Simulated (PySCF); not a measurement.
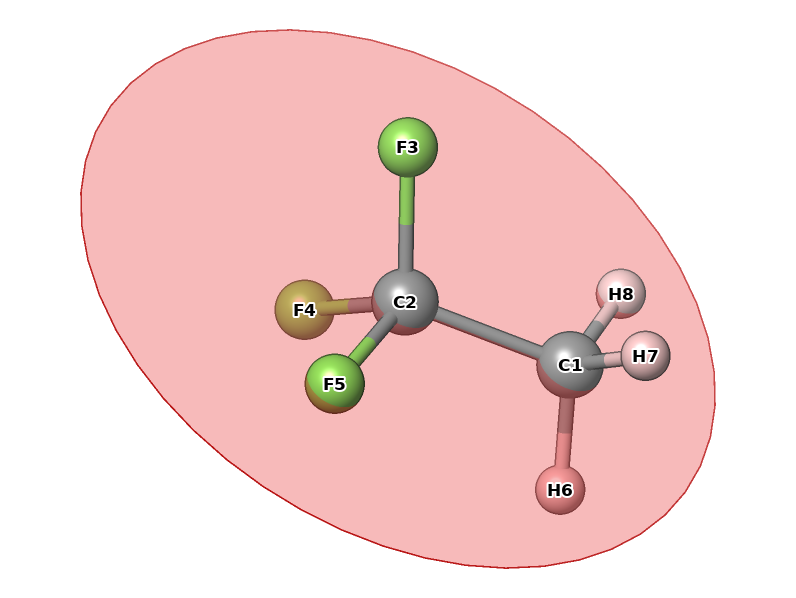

A disc through the centre of mass is drawn in. Depth is shown by fading: the farther an atom, the more it takes the colour of the background. The geometry was computed by an optimisation with GFN2-xTB. No frequency run is at hand to confirm it as a minimum.

Is the plane of the disc a mirror plane of the structure?

Yes. The reflection leaves C1, C2, F5, H8 in place and moves F3 ↔ F4; H6 ↔ H7. The point group is C3v.
